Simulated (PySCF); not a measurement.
CH$_{6}$STe, SMILES `CS.[TeH2]`.

Method: r2SCAN/def2-SVPD; geometry: GFN2-xTB; program: PySCF. Core potentials replace the inner electrons of Te; spin–orbit coupling isn't included. GFN2-xTB bond lengths at metals and heavier atoms can be off by up to 0.1 Å and shapes distorted, which carries into these values.

Cartesian coordinates (Å):

```
C1      -2.7328   -1.1537    0.0031
S2      -2.8213    0.6649    0.0045
H3      -2.1566   -1.4897   -0.8539
H4      -3.7537   -1.5138   -0.0707
H5      -2.2833   -1.4975    0.9298
H6      -1.4973    0.8529    0.0875
Te7      1.3258   -0.0289    0.0299
H8       0.9067   -0.1612   -1.5522
H9       1.3782    1.5964   -0.1835
```

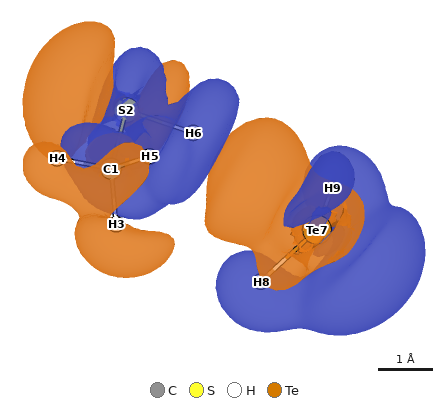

Density of the complex less the densities of the two fragments at the same geometry, ±0.0006 e/Å³ (orange: gain, blue: loss). Fragment A: H4CS (atoms 1–6); fragment B: TeH2.

**Which way does charge flow?**

Hirshfeld charges show 0.014 e passing from B to A. By Hirshfeld charges, electrons gather most on S2 (−0.014 e) and leave Te7 most (+0.007 e); 0.05 e is displaced in all, which induces a dipole of 0.54 D.

**What is the interaction energy, and which contacts carry it?**

The counterpoise-corrected interaction energy of the frozen fragments is −1.1 kcal/mol without dispersion correction and −1.7 kcal/mol with D3(BJ). The pair geometry is semi-empirical, not a minimum at this level. Contacts: H6···Te7, hydrogen bond, 2.96 Å, ρ = 0.011 a.u. The pose is a local one from a semi-empirical search, not shown to be the most stable.
